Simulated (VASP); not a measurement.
Band structure of BaTe (rock salt). Level of theory: optB88-vdW, VASP's PBE PAW potentials (set 64) (plane waves; VASP).

Unless said otherwise, spin-orbit coupling is left out, though it shifts the bands of the heavy elements here.

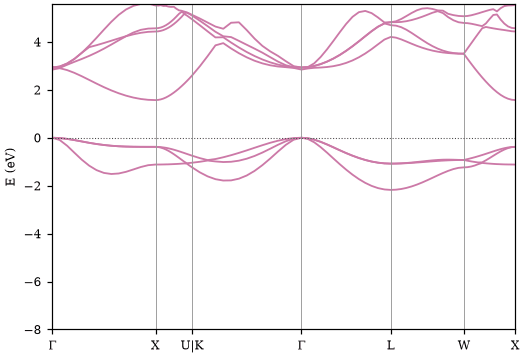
Figure. Bands along high-symmetry lines, zero at the valence-band maximum or, without a gap, the Fermi level

Question: Read the plot: is there a gap, and where are the band edges?

Answer: The gap is indirect, 1.57 eV, from the valence maximum at Γ to the conduction minimum at X. (Edges off the drawn lines would not show.)

The compound is BaTe in the rock salt structure. It was relaxed first.
